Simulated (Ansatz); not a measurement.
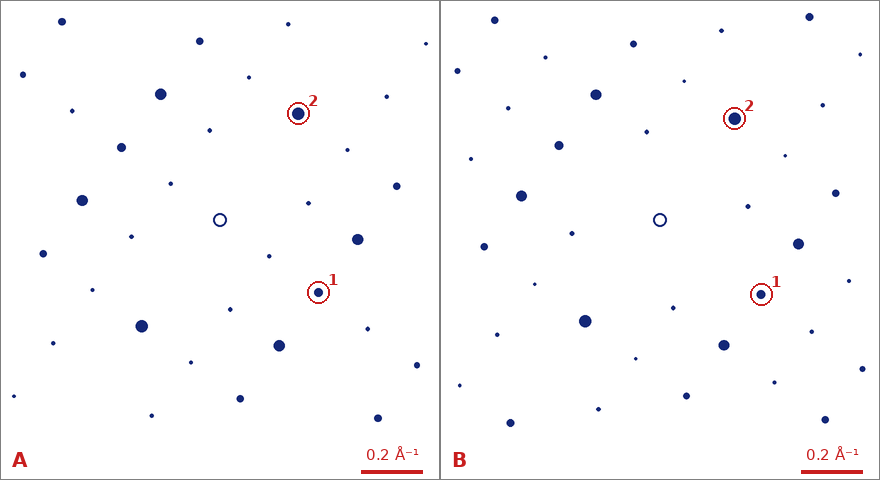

Kinematic electron diffraction patterns (200 kV, B = 0.5 Å², same scale) along [110] of the run's own cell, for the start and the end of one relaxation of GaSi3 with DFT PBE, scalar-relativistic, plane waves, PAW (Ansatz). k mesh 12×12×8. The start is a generated model structure, and the relaxation ends in the nearest stationary point of its symmetry, not necessarily the ground state. Spot 1 is -2 2 0 and spot 2 is 0 0 2 in both.

Start structure:

```
Ga Si
1.0
     5.66355    0.00000    0.00000
    -2.83177    4.90478    0.00000
     0.00000    0.00000    4.54587
Ga Si
2 6
Direct
  0.33333 0.66667 0.25000
  0.66667 0.33333 0.75000
  0.83300 0.66600 0.25000
  0.16700 0.83300 0.75000
  0.33400 0.16700 0.25000
  0.16700 0.33400 0.75000
  0.83300 0.16700 0.25000
  0.66600 0.83300 0.75000
```

**Which pattern belongs to the start structure, and which to the relaxed one?**

A is the start: its cell gives d(1) = 2.452 Å, d(2) = 2.273 Å and an angle of 90.0°. B is the relaxed structure, with d(1) = 2.387 Å (-2.6 %), d(2) = 2.383 Å (+4.8 %) and 90.0°.

**What did the relaxation do to the structure and the energy?**

The volume changed by -0.6 % to 15.68 Å³ an atom; with the mean shift removed, the atoms moved by up to 0.06 Å relative to the cell (Si most); the space group stayed P6_3/mmc (No. 194); the free energy fell by 10 meV an atom. Relaxed cell: a = 5.514 Å, b = 5.514 Å, c = 4.766 Å, α = 90.00°, β = 90.00°, γ = 120.00°.
